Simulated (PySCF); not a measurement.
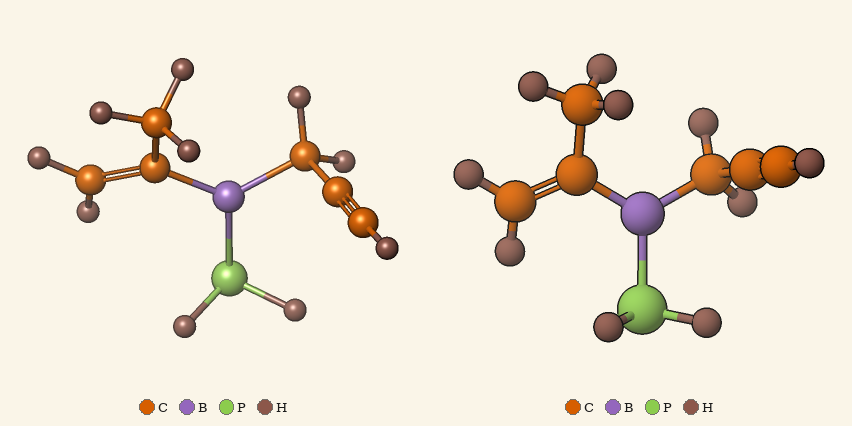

Both panels show the same species.

Computed geometry: GFN2-xTB optimisation. No frequency run is at hand to confirm it as a minimum.

Description:

Formula C₆H₁₀BP. Its SMILES string is `C#CCB(P)C(=C)C`. It has no ring. Among its groups: alkene, alkyne. The point group is C1. Coordination: 2 C linear; 2 C tetrahedral; 1 B trigonal planar; 1 P trigonal pyramidal; 2 C trigonal planar.

The parts below concern this one geometry. Atoms keep their numbers from picture to picture.

## Shape

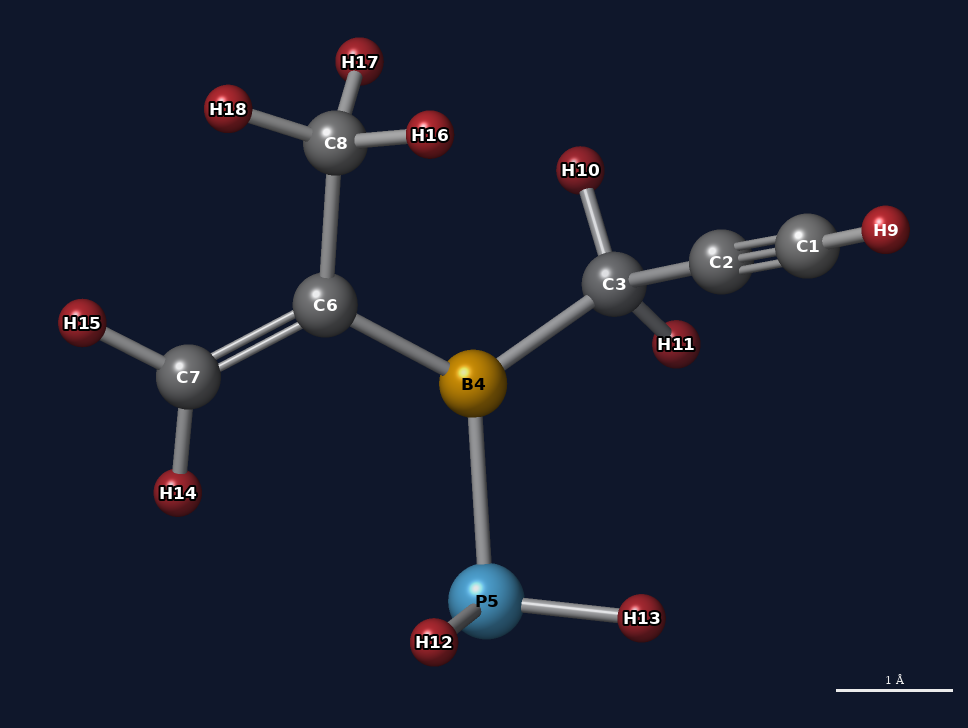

Numbered structure. No frequency run is at hand to confirm it as a minimum.

What are the angles C2–C1–H9, C2–C3–H11, C3–B4–P5, C3–B4–C6, B4–C3–H10, B4–P5–H13, P5–B4–C6, C6–C7–H14, C6–C7–H15, C6–C8–H16, C6–C8–H17, C7–C6–C8?

```tsv
angle	degrees
C2–C1–H9	177.9
C2–C3–H11	107.8
C3–B4–P5	117.8
C3–B4–C6	121.4
B4–C3–H10	113.7
B4–P5–H13	98.7
P5–B4–C6	120.7
C6–C7–H14	121.2
C6–C7–H15	122.7
C6–C8–H16	110.3
C6–C8–H17	110.1
C7–C6–C8	119.8
```

## Bond orders

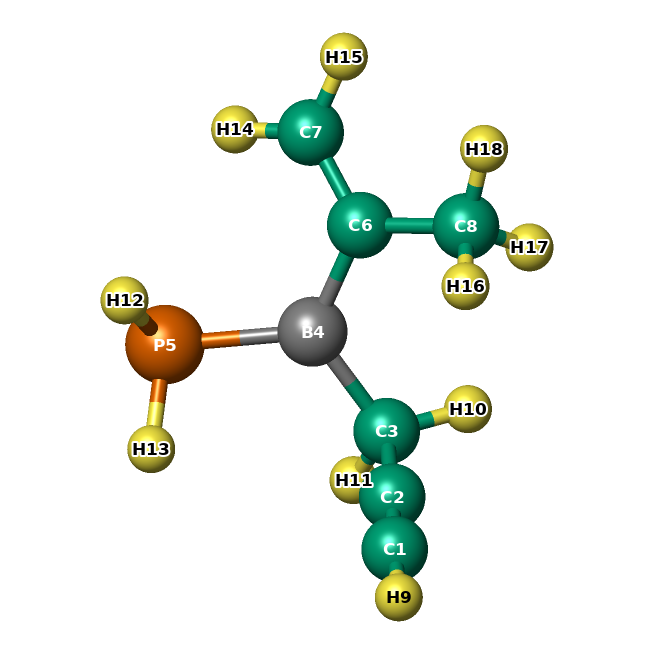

Every bond is drawn as one stick. No frequency run is at hand to confirm it as a minimum. Computed with PBE0/pcSseg-1 (PySCF 2.14.0).

> Which bond between heavy atoms has the highest Mayer bond order?

C1–C2, 2.56, at a length of 1.197 Å.

List the Mayer bond orders of C1–C2, C2–C3, C3–B4, B4–P5, B4–C6, C6–C7, C6–C8 (bonds between heavy atoms, one of each equivalent set).

```csv
bond,Mayer order,length (Å)
C1–C2,2.56,1.197
C2–C3,1.07,1.451
C3–B4,0.92,1.594
B4–P5,1.18,1.887
B4–C6,0.94,1.554
C6–C7,1.94,1.336
C6–C8,1.06,1.506
```

## NMR shielding

The questions are on isotropic NMR shieldings of the H atoms. No frequency run is at hand to confirm it as a minimum. Method: GIAO PBE0/pcSseg-1 NMR shielding, non-relativistic, gas phase (PySCF 2.14.0).

> Which H atom is the most shielded (lowest chemical shift)?

H9 (30.41 ppm).

> Which H atom is the least shielded (highest chemical shift)?

H15 (25.47 ppm).

> How wide is the range of H shifts?

4.94 ppm.

List the isotropic NMR shieldings of the H atoms.

```csv
atom,σ (ppm)
H9,30.41
H10,29.16
H11,29.04
H12,29.15
H13,29.13
H14,25.63
H15,25.47
H16,29.34
H17,29.44
H18,29.89
```

## Excitation

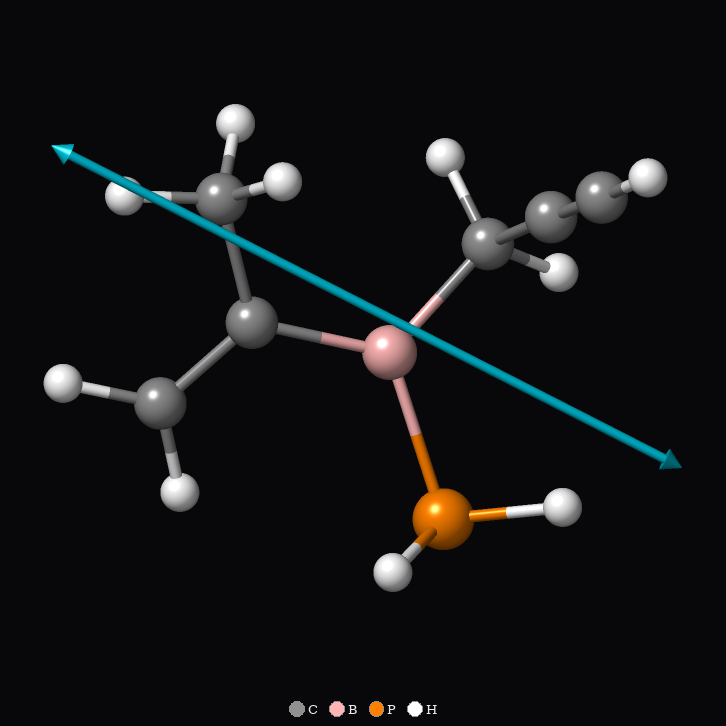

The double arrow shows the direction of the transition dipole to excited singlet state 1 (its length means nothing). No frequency run is at hand to confirm it as a minimum. Method: TDDFT PBE0/def2-SVPD, vertical, gas phase, core orbitals frozen in the response (PySCF 2.14.0).

> Where does the transition lie, and how strong is it?

4.29 eV (289 nm), oscillator strength 0.090, mainly HOMO → LUMO (weight 0.93); transition dipole 2.35 D.

## Quadrupole coupling

No frequency run is at hand to confirm it as a minimum. Electric field gradients from the ground-state density, PBE0/pcSseg-1 (PySCF 2.14.0), non-relativistic apart from any core potentials.

Give the largest field-gradient component, the quadrupole coupling constant and the asymmetry for 11B at B4 (Q = 40.59 mb).

```csv
atom,V_zz (a.u.),e²qQ/h (MHz),η
B4,0.513,4.89,0.17
```

The geometry is semi-empirical. Around B, P such bond lengths and angles can be off by a tenth of an ångström or more and by several degrees, and values that hang on the shape move with them.
